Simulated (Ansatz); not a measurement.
Input file:

```
crystal:
  periodic: [false, false, false]
  atoms:
    - { symbol: F, position_ang: [0.0982, 0.5993, 2.1615] }
    - { symbol: "Y", position_ang: [-0.5206, -0.2843, -0.2736] }
    - { symbol: F, position_ang: [1.213, -2.1086, -0.5019] }
    - { symbol: F, position_ang: [-0.7351, 1.7333, -1.4063] }
magnetization:
  spin_polarized: true
basis:
  gaussian: { orbitals: def2-SVP }
hamiltonian:
  xc: pbe0
relax:
  f_tol: 0.02
  max_steps: 40
output:
  orbitals: {}
```

Run with:

```sh
ansatz run input.yaml --threads 2 --pin off --max-ram 3072MiB --backend cpu --events-out ev --progress --plain --runs-dir out
```

The fields are those of the relaxed geometry.

Core potentials replace the inner electrons of Y.

Computed with UKS PBE0/def2-SVP (Ansatz).

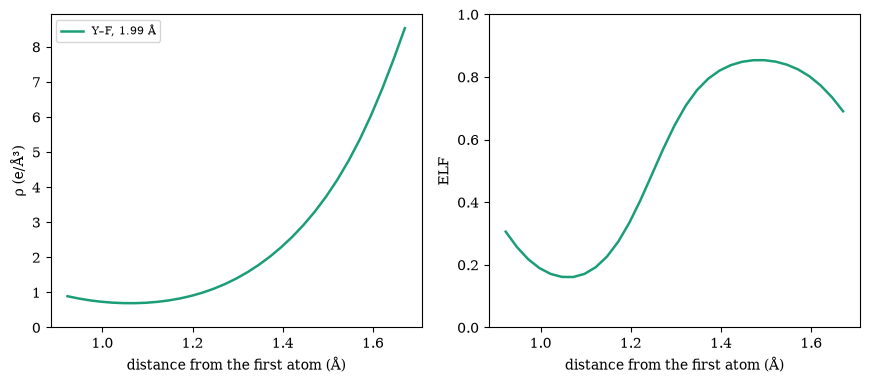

F$_{3}$Y. Electron density and ELF along straight lines between neighbouring atoms. The curves leave out the atomic cores.

Question: What can be read from the curves?

Answer: Y–F (1.99 Å): the density is about 0.73 e/Å³ at the midpoint; the ELF is about 0.20 at the midpoint: a closed-shell, largely ionic contact.
